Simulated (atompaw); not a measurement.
# Pseudopotential generation for Zr: PAW (atompaw), PBE

Task: generate the file, and judge it by its logarithmic derivatives, its ghosts and its cutoff.

The numbers are computed with atompaw 4.2.0.5 (PBE, scalar-relativistic, spin-unpolarised reference atom).

## (1) The design

Typed settings, in words:

* element: zirconium (Zr, Z = 40)
* type: PAW
* frozen core: [Kr]
* valence charge: 4
* reference configuration: 4d2 5s1.5 5p0.5
* partial waves: 5s (bound): rc 2.85 bohr; 5s channel at 1.35 Ry: rc 2.85 bohr; 5p (bound): rc 3.00 bohr; 5p channel at 1.4 Ry: rc 3.00 bohr; 4d (bound): rc 3.00 bohr; 4d channel at 1.35 Ry: rc 3.00 bohr
* local potential: vpsmatchnc scheme with l = 3 at 0 Ry, radius 2.60 bohr
* core correction: smooth core density matched at 2.50 bohr
* augmentation charge: besselshape compensation charge, radius 2.40 bohr; PAW radius 3.00 bohr; waves and projectors: custom polynom2 7 10 vanderbiltortho

The nodes and maxima of the atom's own shells, from an earlier all-electron run, set the scale for the radii.

All-electron outer shells of the reference configuration (PBE, scalar-relativistic, ld1.x):

| shell | level (eV) | outermost node (bohr) | outermost maximum (bohr) |
| --- | --- | --- | --- |
| 4s | -55.14 | 0.55 | 1.08 |
| 4p | -33.09 | 0.56 | 1.17 |
| 5s | -4.81 | 1.47 | 3.11 |
| 4d | -4.14 | 0.58 | 1.59 |
| 5p | -1.77 | 1.70 | 4.10 |

## (2) Generation

Input file Zr.input:

```
Zr 40
GGA-PBE scalarrelativistic loggrid 1500 logderivrange -2 5 176
5 5 4 0 0 0
5 0 1.5
5 1 0.5
4 2 2
0 0 0
c
c
c
c
v
c
c
c
v
c
v
2
3.00 2.40 2.60 2.50
y
1.35
n
y
1.4
n
y
1.35
n
custom polynom2 7 10 vanderbiltortho besselshape
3 0 vpsmatchnc
2.85
2.85
3.00
3.00
3.00
3.00
PWSCFOUT
UPFDX 0.0125d0 UPFXMIN -7.d0 UPFZMESH 40.d0
END
```

The run is started by

```sh
atompaw < Zr.input > Zr.log
```

Output in the file Zr (summary file):

```text
 Completed calculations for Zr (AE)

 Exchange-correlation type: GGA, Perdew-Burke-Ernzerhof

 Radial integration grid is logarithmic 
 r0 =   2.1400192E-04 h =   8.5600766E-03   n =      1500 rmax =   8.0000000E+01

 Scalar relativistic calculation

 AEatom converged in  32 iterations
   nz     =  40.00
   delta  =       2.214339037539E-15

 All Electron Orbital energies:         
  n  l      occupancy      energy
  1  0      2.0000000E+00 -1.3101708E+03
  2  0      2.0000000E+00 -1.8157638E+02
  3  0      2.0000000E+00 -2.9796572E+01
  4  0      2.0000000E+00 -4.0526097E+00
  5  0      1.5000000E+00 -3.5386262E-01
  2  1      6.0000000E+00 -1.6192363E+02
  3  1      6.0000000E+00 -2.3393872E+01
  4  1      6.0000000E+00 -2.4323170E+00
  5  1      5.0000000E-01 -1.3022453E-01
  3  2      1.0000000E+01 -1.2887145E+01
  4  2      2.0000000E+00 -3.0439592E-01

 Total energy
   Total                    :    -7196.95160015585861

 ---
 Completed calculations for Zr (SC)

 Exchange-correlation type: GGA, Perdew-Burke-Ernzerhof

 Radial integration grid is logarithmic 
 r0 =   2.1400192E-04 h =   8.5600766E-03   n =      1500 rmax =   8.0000000E+01

 Scalar relativistic calculation

 SCatom converged in   3 iterations
   nz     =  40.00
   delta  =       6.349368953913E-17

 Valence Electron Orbital energies:         
  n  l      occupancy      energy
   5  0      1.5000000E+00 -3.5386262E-01
   5  1      5.0000000E-01 -1.3022453E-01
   4  2      2.0000000E+00 -3.0439592E-01

 Total energy
   Total                    :    -7196.95160015719557
   Valence                  :     -230.47195229551747

 PAW parameters: 
       lmax =            2
         rc =    3.0145451773161365     
        irc =         1117
   rc_shape =    2.4129963562560071     
    rc_vloc =    2.6062607790047849     
    rc_core =    2.5185249065646618     
   Vloc: VPS match (norm-conservation) with l= 3;e=   0.0000E+00
   Projector type: improved polynomial pseudization + Vanderbilt ortho.
   Bessel compensation charge shape zeroed at   2.4130E+00

 Number of basis functions     6
 No.   n  nodes  l      Energy         Cp coeff         Occ
  1    5    4    0   -0.3538626E+00  0.4182877E+02  0.1500000E+01
  2  999    5    0    0.1350000E+01  0.1193993E+00  0.0000000E+00
  3    5    3    1   -0.1302245E+00  0.1145843E+03  0.5000000E+00
  4  999    4    1    0.1400000E+01  0.2623774E+01  0.0000000E+00
  5    4    1    2   -0.3043959E+00  0.8830707E+01  0.2000000E+01
  6  999    2    2    0.1350000E+01 -0.2690087E+01  0.0000000E+00

 Eigenvalues of overlap operator (in the basis of projectors):
    1        1.28226791E-02
    2        3.92909957E-01
    3        1.92669004E+00
    4        6.60141894E+01
    5        7.63183240E+02
    6        1.33710880E+04

 Orbital leakage outside PAW augmentation regions
   orb  is_core?  %out_of_sphere
   1 0    T           0.00
   2 0    T           0.00
   3 0    T           0.00
   4 0    T           0.13
   5 0    F          67.20
   2 1    T          -0.00
   3 1    T           0.00
   4 1    T           0.70
   5 1    F          88.21
   3 2    T           0.00
   4 2    F          20.50

 Summary of PAW energies
   Total valence energy     :   -230.47197543395967
   Smooth energy            :      5.37590563826623
   One center               :   -235.84788107222590
   Smooth kinetic           :      1.62801124388355
   Vloc energy              :     -0.26664632097138
   Smooth exch-corr         :     -2.67597114595216
   One-center xc            :   -225.06031703125666
```

It took 6.1 s on 1 thread, shared host.

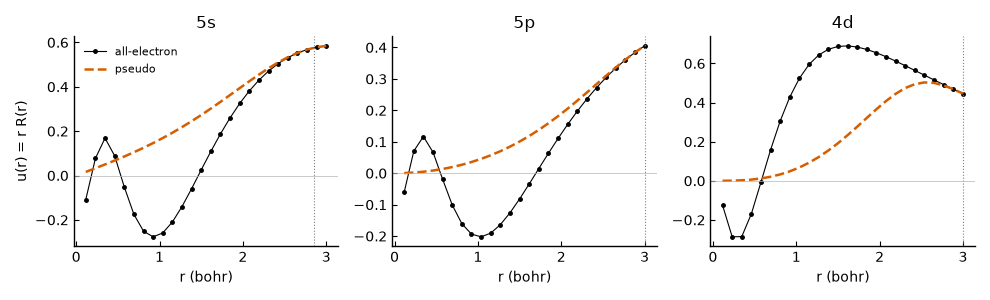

All-electron and pseudo partial waves (5s, 5p, 4d), with the matching radii dotted. The curves join 26 sampled radii, too few to resolve the innermost nodes.

## (3) Scattering by logarithmic derivatives

Taken from the files of the generation run. The phase is arctan(r·u′/u) with u = r·R, unwrapped, with energies in Ry. A pole is an energy at which the radial function vanishes at the test radius. The pseudo phase is shifted by a multiple of π to meet the all-electron one at the reference energy. Levels narrower than the energy grid can be missing from the poles. n/a: a narrow level or a reset projector energy made the automatic matching unsafe. The last column is the largest difference on the grid between −1 and +1 Ry.

```tsv
channel	radius (bohr)	reference (Ry)	poles AE	poles PS	window around the reference with phases within 0.05 rad (Ry)	largest difference near zero (rad)
s	3.02	-0.35	1.62	1.62, 4.77	below 3.3	0.001
p	3.02	-0.13	2.62	2.55	n/a	n/a
d	3.02	-0.30	0.09, 4.50	0.09, 4.62	the whole range	0.003
```

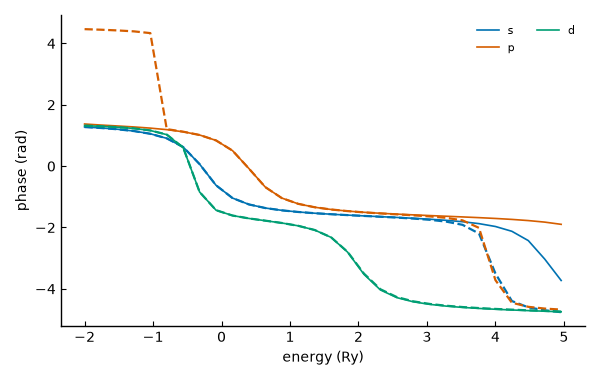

All-electron (solid) and pseudo (dashed) phases against energy.

## (4) Cutoff and ghost test in a Bessel basis

A separate test, outside the generator: the pseudo-atom's Hamiltonian at the reference potential is diagonalised in spherical Bessel functions j_l(qr) that vanish at 20 bohr, with q² up to the cutoff.

All-electron valence levels (Ry): 5s -0.3539, 5p -0.1302, 4d -0.3044. The lowest levels of each channel (Ry) by cutoff; the last column sums, over occupied levels, occupation times the distance from the level at 400 Ry. A positive value at high cutoff is not a bound level.

```csv
cutoff (Ry),s #1,s #2,p #1,p #2,d #1,f #1,Σ f·Δε (mRy)
8,-2.0142,-0.3534,-0.1301,0.0280,-0.2870,0.0867,35.5
12,-4.6592,-0.3538,-0.1302,0.0280,-0.3015,0.0867,5.9
18,-6.1002,-0.3538,-0.3916,-0.1302,-0.3028,0.0867,3.3
21,-6.3121,-0.3538,-0.5889,-0.1302,-0.3036,0.0867,1.7
30,-6.5406,-0.3539,-0.8430,-0.1302,-0.3039,0.0867,0.9
40,-6.6259,-0.3539,-0.9109,-0.1302,-0.3042,0.0867,0.3
400,-6.6370,-0.3539,-0.9285,-0.1302,-0.3044,0.0867,0.0
```

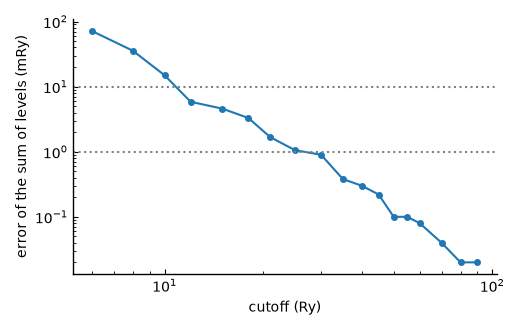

Occupation-weighted error of the valence levels against the cutoff; the dotted lines mark 10 and 1 mRy.

The sum stays within 10 mRy from 12 Ry and within 1 mRy from 30 Ry. The sum leaves out empty levels, which can need more. Ghost test: ghost states, bound below the all-electron valence or empty levels of the same l: s at -90.3 eV, p at -12.6 eV.

## (5) Results

```
                                                quantity                           value
               cutoffs for 10 and 1 mRy, occupied levels                 12 Ry and 30 Ry
                                            bound ghosts  s at -90.30 eV, p at -12.63 eV
largest phase difference near zero energy, channels read                       0.003 rad
         lowest eigenvalue of the overlap (Bessel basis)                       0.447 (s)
        share of valence orbitals outside the PAW sphere       5s 67 %, 5p 88 %, 4d 20 %
                                                UPF file                         written
```

**Reading.** A bound ghost (s, p) makes it unfit for use: electrons can fall into a state that the atom doesn't have. The potential is soft on the atom at that tolerance: the looser tolerance needs 12 Ry. The slowest occupied level is 4d: taken alone it needs 21 Ry to come within 1 mRy, against 8 Ry for 5s. Near zero energy the phases of the channels with partial waves that could be evaluated agree within 0.003 rad. These are tests on the free atom; a crystal test is still owed.
